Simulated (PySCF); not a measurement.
C7H12OSi2, SMILES CO[SiH2][SiH2]c1ccccc1 at its GFN2-xTB optimised geometry (Å):

```
22

C     -3.7452    -2.7624    -0.6531
O     -2.4500    -2.2978    -0.4438
Si    -1.9451    -0.7550    -0.3653
Si     0.2833    -1.1475     0.0151
C      1.2289     0.4890     0.0000
C      0.5814     1.7205     0.0024
C      1.2934     2.9072     0.0041
C      2.6776     2.8840     0.0021
C      3.3416     1.6684     0.0000
C      2.6200     0.4890     0.0000
H     -4.4222    -2.3869     0.1181
H     -3.7279    -3.8524    -0.6164
H     -4.1190    -2.4412    -1.6286
H     -2.7079    -0.0434     0.6793
H     -2.3243    -0.0428    -1.6009
H      0.5812    -1.7818     1.3148
H      0.9455    -2.0148    -0.9779
H     -0.5003     1.7488     0.0017
H      0.7689     3.8524     0.0057
H      3.2365     3.8086     0.0018
H      4.4222     1.6428    -0.0016
H      3.1422    -0.4570    -0.0010
```

Method: B3LYP/def2-SVP (PySCF).

Map of the electron localisation function on the plane z = 0.8 Å:

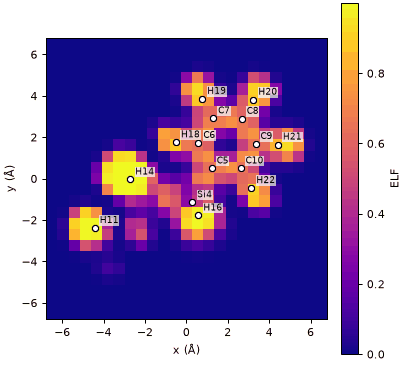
Figure. Electron localisation function on the plane z = 0.8 Å.
